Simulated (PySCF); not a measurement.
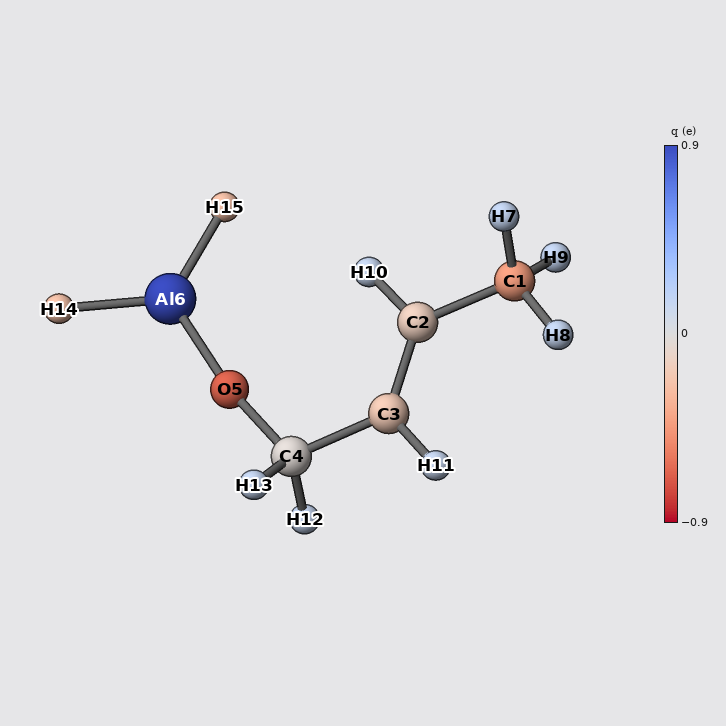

Atoms are coloured by their IAO charges. Computed geometry: GFN2-xTB optimisation. No frequency run is at hand to confirm it as a minimum. Method: PBE0/pcSseg-1, gas phase (PySCF 2.14.0).

Question: Which atom carries the highest charge (most positive or least negative)?

Answer: Al6 (0.90 e).

Question: And the lowest?

Answer: O5 (−0.65 e).

Give the IAO charges atom by atom.

```csv
atom,value (e)
C1,−0.42
C2,−0.14
C3,−0.18
C4,−0.03
O5,−0.65
Al6,0.90
H7,0.15
H8,0.14
H9,0.15
H10,0.14
H11,0.14
H12,0.14
H13,0.14
H14,−0.24
H15,−0.24
```

The geometry is semi-empirical. Around Al such bond lengths and angles can be off by a tenth of an ångström or more and by several degrees, and values that hang on the shape move with them.
